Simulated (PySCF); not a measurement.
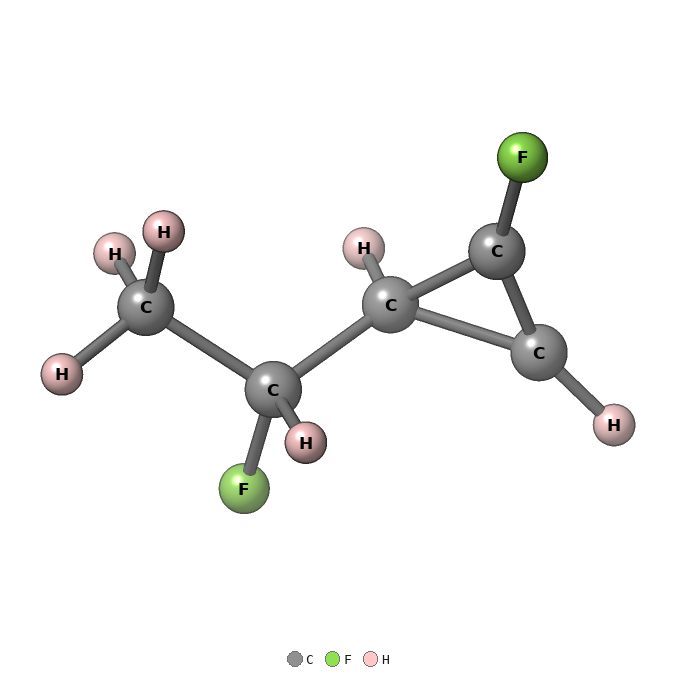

Distant atoms are faded towards the background colour. The computed structure is the end point of a PBE0-D3(BJ)/def2-SVP optimisation. No frequency run is at hand to confirm it as a minimum.

Q: Which symmetry elements does this geometry have?

A: It has no symmetry element but the identity, so the point group is C1. The group has 1 operation. The geometry is chiral, and symmetry allows a dipole moment.
